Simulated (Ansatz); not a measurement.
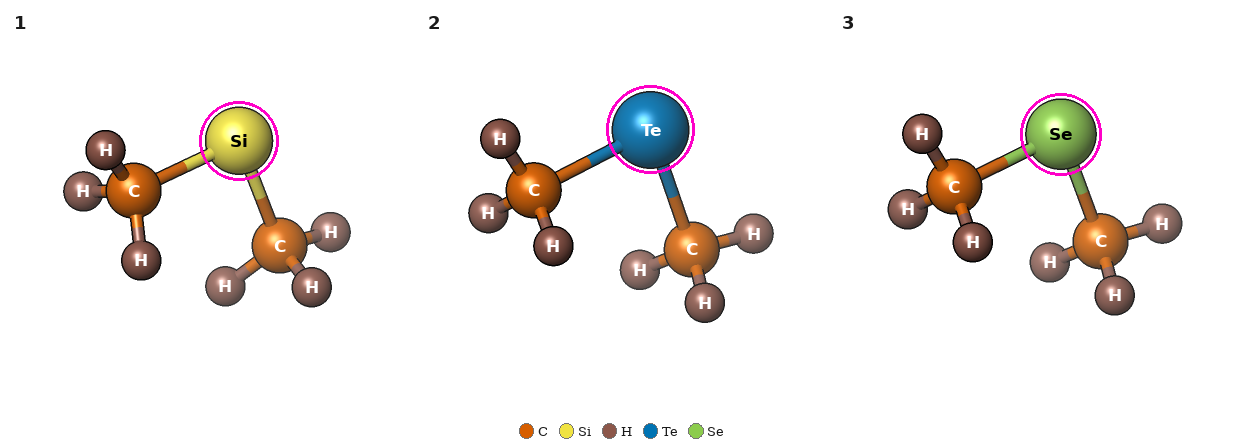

3 molecules with one skeleton, seen from the same side and at one scale; the atom that differs is circled. Charge 0, singlet. Computed geometries: PBE0-D4/def2-TZVP optimisations, one conformation each. Properties computed with Ansatz 0.2.0. Elements past Kr carry core potentials.

One atom differs, called X below: Si in panel 1, Te in panel 2, Se in panel 3. Their formulas are C2H6Si (`C[Si]C`), C2H6Te (`C[Te]C`), C2H6Se (`C[Se]C`).

Question: Rank them by the dipole moment, lowest first (PBE-D4/def2-TZVPP).

Answer: 2 (Te), 1 (Si), 3 (Se).

Question: Rank them by the mean length of X–C, lowest first (PBE0-D4/def2-TZVP).

Answer: 1 (Si), 3 (Se), 2 (Te).

Give the values. With PBE0-D4/def2-TZVP: mean length of X–C (Å), angle C–X–C (°). With PBE0-D4/def2-SVP: HOMO energy (Kohn–Sham orbital) (eV), HOMO–LUMO gap (eV). With PBE-D4/def2-TZVPP: dipole moment (D).

| quantity | 1 (Si) | 2 (Te) | 3 (Se) |
| --- | --- | --- | --- |
| mean length of X–C (Å) | 1.896 | 2.136 | 1.940 |
| angle C–X–C (°) | 97.8 | 94.5 | 96.9 |
| HOMO energy (Kohn–Sham orbital) (eV) | −5.88 | −5.55 | −5.87 |
| HOMO–LUMO gap (eV) | 3.88 | 5.46 | 6.75 |
| dipole moment (D) | 1.37 | 1.27 | 1.47 |
